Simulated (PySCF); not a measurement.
Molecule: SMILES [NH2][Ge]([OH])([Cl])[Cl] (H₃Cl₂GeNO), singlet. Atoms near the plane z = 1.0 Å, at the PBE0/def2-SVP optimised geometry (x, y, z in Å): Ge2 (-0.8, -1.0, 0.0), O3 (-1.3, -1.9, 1.4), Cl4 (-1.4, 1.0, 0.0), Cl5 (1.4, -1.0, 0.0), H8 (-0.7, -1.7, 2.2).

Calculation: PySCF with PBE0/def2-TZVP. The values are rescaled to run from 0 to 1.

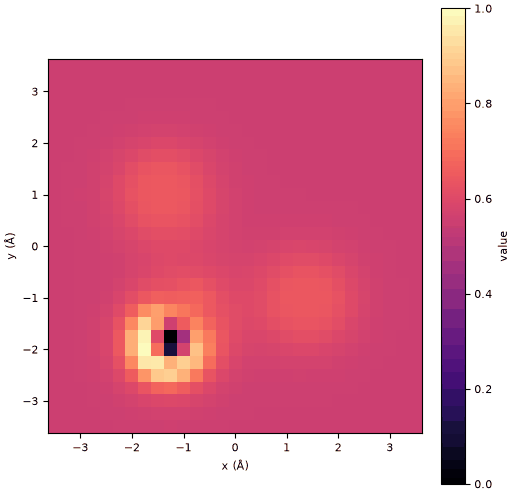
*a field on the plane z = 1.0 Å.*

**Question.** Which quantity is mapped?
(A) deformation density (molecule minus spherical neutral atoms)
(B) an orbital amplitude
(C) log10 of the electron density
(D) Laplacian of the electron density

**Answer.** D, Laplacian of the electron density. In full: Laplacian of the electron density (e/bohr⁵).
